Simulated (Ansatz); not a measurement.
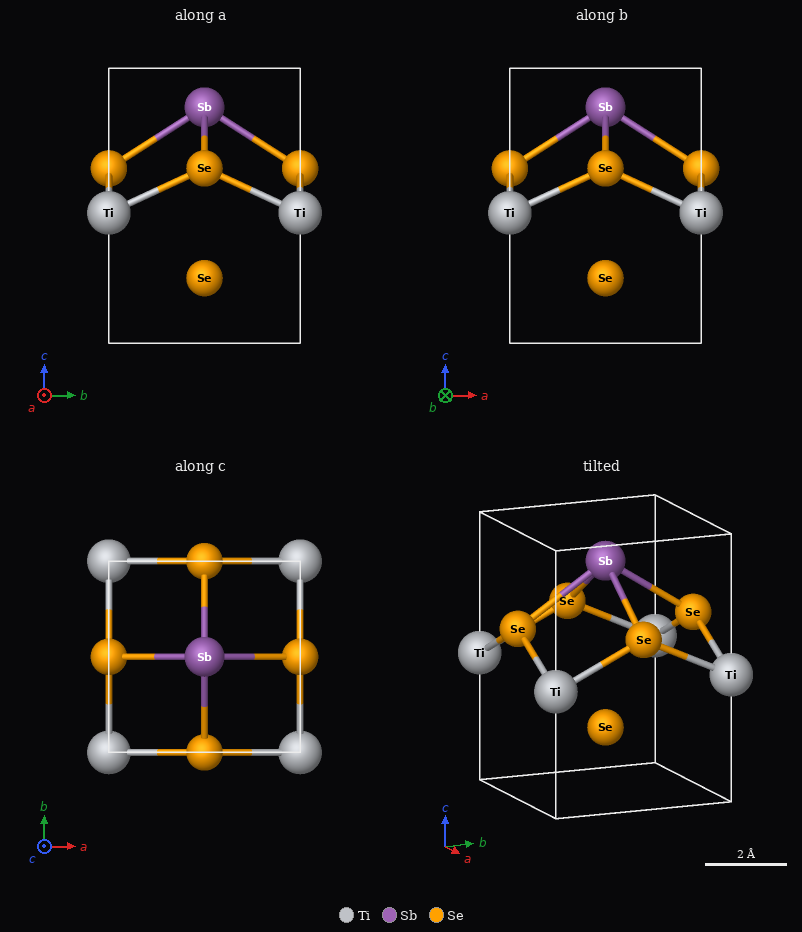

Structure drawing (ball-and-stick), viewed along the a axis, along the b axis, along the c axis and slightly off an axis. Lines trace the edges of the conventional unit cell.

Lattice parameters: a = 4.7351 Å, b = 4.7351 Å, c = 6.8021 Å, α = 90.000°, β = 90.000°, γ = 90.000°.

### Transcribe the picture into a CIF with its space group and independent sites, with free fractional coordinates to two decimals.

```cif
data_structure
_symmetry_space_group_name_H-M 'P 4 m m'
_symmetry_Int_Tables_number 99
_cell_length_a 4.7351
_cell_length_b 4.7351
_cell_length_c 6.8021
_cell_angle_alpha 90.000
_cell_angle_beta 90.000
_cell_angle_gamma 90.000
_cell_volume 152.51
loop_
_atom_site_label
_atom_site_type_symbol
_atom_site_symmetry_multiplicity
_atom_site_Wyckoff_symbol
_atom_site_fract_x
_atom_site_fract_y
_atom_site_fract_z
_atom_site_occupancy
Ti1 Ti 1 a 0.00 0.00 0.47 1
Sb1 Sb 1 b 0.50 0.50 0.86 1
Se1 Se 1 b 0.50 0.50 0.24 1
Se2 Se 2 c 0.00 0.50 0.64 1
```

Its origin is a structure type filled with these elements by a generator (whether the compound takes this form wasn't checked). Atoms and cell were optimised with DFT PBE, scalar-relativistic, plane waves, PAW in Ansatz 0.2.0.
